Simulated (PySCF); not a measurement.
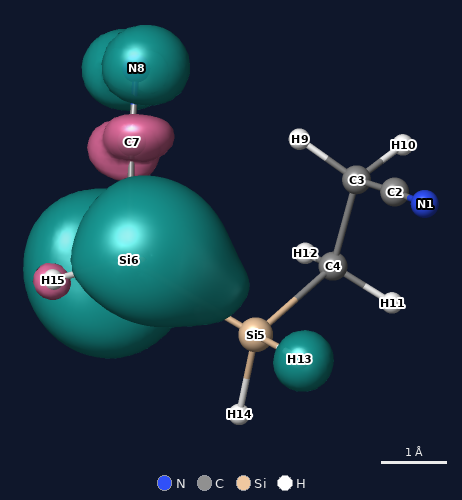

Figure. C4H7N2Si2 (SMILES N#CCC[SiH2][SiH]C#N) (doublet). Isosurfaces of the spin density at +0.015 (teal) and −0.015 e/Å³ (pink), seen across its widest extent.

Geometry: GFN2-xTB.

The calculation used UKS B3LYP, pcH-1 on C H N Si, non-relativistic, mean-field spin-orbit, GIAO in PySCF 2.14.0, density-fitted response routines.

```yaml
atoms:
  - { symbol: N, position_ang: [-2.1668, 1.4137, 1.7201] }
  - { symbol: C, position_ang: [-1.6889, 0.4511, 1.3288] }
  - { symbol: C, position_ang: [-1.0908, -0.7437, 0.7961] }
  - { symbol: C, position_ang: [-0.9461, -0.6581, -0.7274] }
  - { symbol: Si, position_ang: [0.0867, 0.8354, -1.3298] }
  - { symbol: Si, position_ang: [2.2069, 0.5684, -0.5180] }
  - { symbol: C, position_ang: [2.4555, -0.4044, 1.0230] }
  - { symbol: N, position_ang: [2.5609, -1.0990, 1.9395] }
  - { symbol: H, position_ang: [-0.1148, -0.8824, 1.2717] }
  - { symbol: H, position_ang: [-1.7245, -1.5929, 1.0742] }
  - { symbol: H, position_ang: [-1.9414, -0.5993, -1.1725] }
  - { symbol: H, position_ang: [-0.5022, -1.5907, -1.0796] }
  - { symbol: H, position_ang: [-0.6239, 2.0670, -0.9632] }
  - { symbol: H, position_ang: [0.1382, 0.7628, -2.8009] }
  - { symbol: H, position_ang: [3.3468, 1.4802, -0.5841] }
```

Describe the spin distribution.

The unpaired spin (1 electron) lies mostly on Si6 (about 0.7), N8 (about 0.1) and Si5 (about 0.1), in electrons by Hirshfeld's partition.
